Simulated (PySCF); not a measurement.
SMILES [CH](CC(C)C)C, doublet at its GFN2-xTB optimised geometry (Å):

```
19

C     -0.1442    -2.3604    -0.0517
C      0.5531    -1.0586     0.0000
C     -0.1461     0.2408     0.0000
C      0.0635     1.0437    -1.3092
C     -0.5603     2.4300    -1.1837
C     -0.5331     0.2920    -2.4942
H     -1.2165    -2.2264    -0.1760
H      0.2291    -2.9821    -0.8716
H      0.0227    -2.9372     0.8660
H      1.6308    -1.0586     0.0000
H     -1.2180     0.0928     0.1485
H      0.2287     0.8669     0.8199
H      1.1415     1.1538    -1.4694
H     -0.4082     2.9998    -2.0981
H     -1.6308     2.3496    -1.0050
H     -0.1151     2.9821    -0.3587
H     -1.6065     0.1691    -2.3638
H     -0.3604     0.8377    -3.4194
H     -0.0819    -0.6931    -2.5836
```

Computed with unrestricted CAM-B3LYP/def2-SVP (PySCF 2.14.0).

Map of the HOMO amplitude (α) (bohr^(-3/2)) on the plane z = 0.8 Å; orbital energy -6.44 eV, overall sign arbitrary:

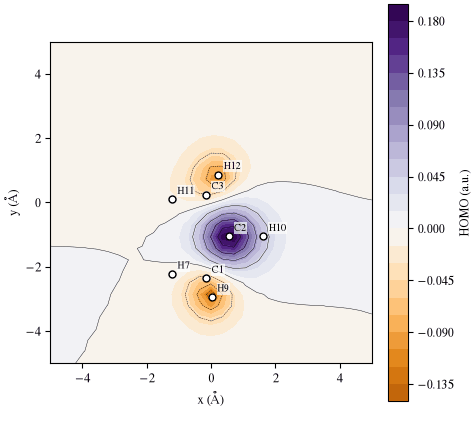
HOMO amplitude (α) (bohr^(-3/2)) on the plane z = 0.8 Å.
